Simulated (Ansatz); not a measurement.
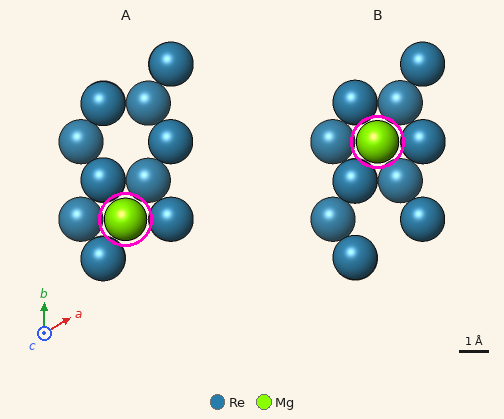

The two relaxed end points of a path for Mg on Re(0001) (13 atoms in the cell). Style: spheres-only. Shown: the simulation cell, with the vacuum cut short (origin moved), along the c axis. The moving atom is ringed, with any periodic copies.

Method: DFT PBE, scalar-relativistic, plane waves, PAW (Ansatz).

Input file:
```yaml
crystal:
  lattice:
    - [5.52, 0.0, 0.0]
    - [2.76, 4.78046, 0.0]
    - [0.0, 0.0, 15.4574]
  atoms:
    - { symbol: Re, position: [0.0, 0.0, 0.0646939] }
    - { symbol: Re, position: [0.5, 0.0, 0.0646939] }
    - { symbol: Re, position: [0.0, 0.5, 0.0646939] }
    - { symbol: Re, position: [0.5, 0.5, 0.0646939] }
    - { symbol: Re, position: [-0.16831024, 0.33429645, 0.20616125] }
    - { symbol: Re, position: [0.33427188, 0.33431521, 0.20603983] }
    - { symbol: Re, position: [-0.16675801, 0.83343128, 0.20335642] }
    - { symbol: Re, position: [0.33428823, 0.83163636, 0.20603509] }
    - { symbol: Re, position: [-0.00326974, -0.00286866, 0.34663983] }
    - { symbol: Re, position: [0.50420223, -0.00197935, 0.3465897] }
    - { symbol: Re, position: [-0.00293035, 0.50570018, 0.346711] }
    - { symbol: Re, position: [0.50035497, 0.49999823, 0.34869409] }
    - { symbol: Mg, position: [0.16446292, 0.16718116, 0.49304266] }
basis:
  ecutwfc: 420.0
kpoints:
  mp_grid: { grid: [4, 4, 1] }
hamiltonian:
  xc: pbe
scf:
  occupations: { method: fermi_dirac, width: 0.05 }
  lower_state_search: "off"
neb:
  images: 3
  f_tol: 0.03
  initial_path: idpp
  max_iterations: 80
  optimiser: lbfgs
  constraints: [{ sites: [0, 1, 2, 3] }]
  final_atoms:
    - { symbol: Re, position: [0.0, 0.0, 0.0646939] }
    - { symbol: Re, position: [0.5, 0.0, 0.0646939] }
    - { symbol: Re, position: [0.0, 0.5, 0.0646939] }
    - { symbol: Re, position: [0.5, 0.5, 0.0646939] }
    - { symbol: Re, position: [-0.16675802, 0.3334313, 0.20335642] }
    - { symbol: Re, position: [0.33428822, 0.33163638, 0.20603509] }
    - { symbol: Re, position: [-0.16831025, 0.83429647, 0.20616125] }
    - { symbol: Re, position: [0.33427187, 0.83431523, 0.20603983] }
    - { symbol: Re, position: [-0.00293036, 0.0057002, 0.346711] }
    - { symbol: Re, position: [0.50035496, -1.75e-06, 0.34869409] }
    - { symbol: Re, position: [-0.00326975, 0.49713136, 0.34663983] }
    - { symbol: Re, position: [0.50420222, 0.49802067, 0.3465897] }
    - { symbol: Mg, position: [0.16446291, 0.66718118, 0.49304266] }
  order_check: true
```

Launched with:
```bash
ansatz run input.yaml --threads 4 --pin off --max-ram 10240MiB --backend cpu --events-out ev --progress --plain --runs-dir out
```

### What barrier does the band find between them, and by what path?

The two ends have the same energy, and the highest point, image 3, lies 0.070 eV above the start. The adsorbate starts on a top site and hops by a lattice vector of the surface; other mechanisms, such as exchange with a surface atom, weren't searched. The Mg atom travels furthest, 2.76 Å from end to end, on a path that bends up to 0.78 Å away from the straight line. At the highest image its nearest neighbour (Re) is 2.71 Å away, against 2.78 Å at the start, and the surrounding atoms stand up to 0.08 Å off the mean of their end positions. The band converged in 36 iterations. The largest component of the band force went from 0.58 to 0.02 eV/Å. The climbing image converged on the top of the path. A check of its curvatures found one unstable direction (−0.21 eV/Å²), as a transition state must have.

Energies of the converged images:

```csv
image,path (Å),E (eV)
0,0.00,0.000
1,0.75,0.060
2,1.51,0.060
3,2.26,0.070
4,3.22,0.000
```

The geometry at the top of the path:

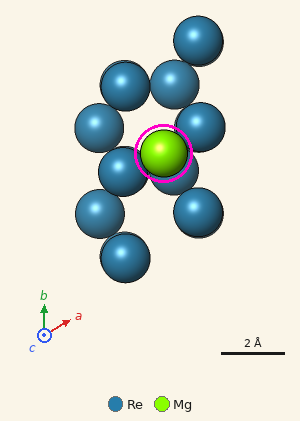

Limits of the set-up: the periodic images lie only 5.5 Å apart, so the values are limited by the cell's size.

The run took 24 min on 4 threads of Arm Neoverse V2, with other jobs on the host, peak memory 2.4 GiB.
